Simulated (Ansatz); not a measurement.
BFH2O2···H (doublet)

Input file:

```
crystal:
  periodic: [false, false, false]
  atoms:
    - { symbol: B, position_ang: [0.0, 0.0, 0.0] }
    - { symbol: F, position_ang: [0.0, 0.0, 1.57] }
    - { symbol: O, position_ang: [1.2211, 0.0, -0.705] }
    - { symbol: H, position_ang: [1.5209, -0.9519, -0.8599] }
    - { symbol: O, position_ang: [-1.2211, 0.0, -0.705] }
    - { symbol: H, position_ang: [-1.7308, -0.8467, -0.4965] }
    - { symbol: H, position_ang: [0.0, 0.0, 2.79] }
magnetization:
  spin_polarized: true
  initial_magnetization: 1
basis:
  gaussian: { orbitals: def2-SVP }
hamiltonian:
  xc: cam_b3lyp
relax:
  f_tol: 0.15
  max_steps: 25
  restrain:
    - { distance: [1, 6], at: 2.12, k: 30.0 }
    - { distance: [0, 1], at: 1.32, k: 30.0 }
output:
  orbitals: {}
```

Run with:

```sh
ansatz run input.yaml --threads 4 --pin off --max-ram 5120MiB --backend cpu --events-out ev --progress --plain --runs-dir out
```

The fields are those of the run's last geometry, not of the input's.

All numbers below come from UKS CAM-B3LYP/def2-SVP in Ansatz.

### What will maps of the electron density, electron localisation function and spin density show?

B–F (1.33 Å): ρ is about 2.1 e/Å³ halfway; the ELF peaks at about 0.85 between the atoms; a shared but strongly polarised pair.
B–O (1.35 Å): ρ at the midpoint is about 2.2 e/Å³; the ELF peaks at about 0.90 between the atoms, as expected for a short, strongly polar bond.
O–H (0.96 Å): ρ at the midpoint is about 3.7 e/Å³; the ELF climbs to about 1 towards the hydrogen, as it does in any bond to H: an ordinary covalent bond to hydrogen.
The unpaired spin (1 electron) lies mostly on H7 (about 0.9), in electrons by Hirshfeld's partition.

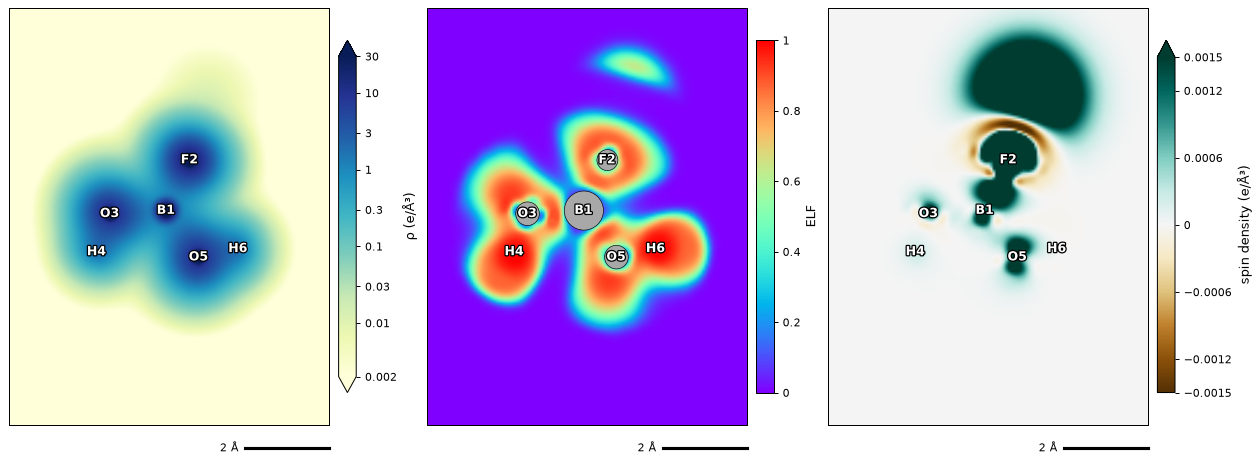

Computed electron density, electron localisation function and spin density on the plane of atoms F2, B1 and O3, in this order. Grey discs cover the atomic cores in the ELF map. 
